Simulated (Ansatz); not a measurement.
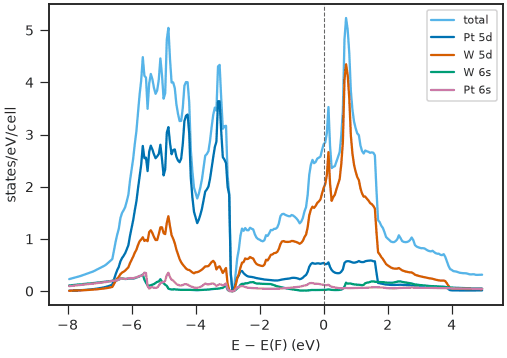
Figure. Total and projected density of states of PtW (rock salt, Fm-3m), plane-wave PAW PBE (Ansatz code)

### Question
Which orbitals carry the states next to the Fermi level?

### Answer
Within 0.5 eV of the Fermi level: W 5d 71 %, Pt 5d 18 %, outside the projected shells 5 %. Projections are on Löwdin-orthogonalised atomic valence shells; empty p or d shells of many metals are not among them.

### Question
Where is the tallest occupied peak in this window, and what makes it?

### Answer
Near -4.8 eV, about 5.0 states/eV per cell; the largest projected share is Pt 5d.

The start of the workflow was typed in or built on a structure type; neither database checked (COD, Materials Project) lists it. Whether it is the stable phase at ambient conditions was not checked. The PBE relaxation kept the symmetry of its start; whether a distortion lowers the energy is not shown. The run is not spin-polarised. The volume moved by 18 % from the start of the relaxation. Its formation energy is positive at this level, so the cell may be metastable or incomplete. Scalar-relativistic: spin–orbit coupling is off unless named, which matters more the heavier the elements.

Potentials: the earlier of the program's two PAW sets.
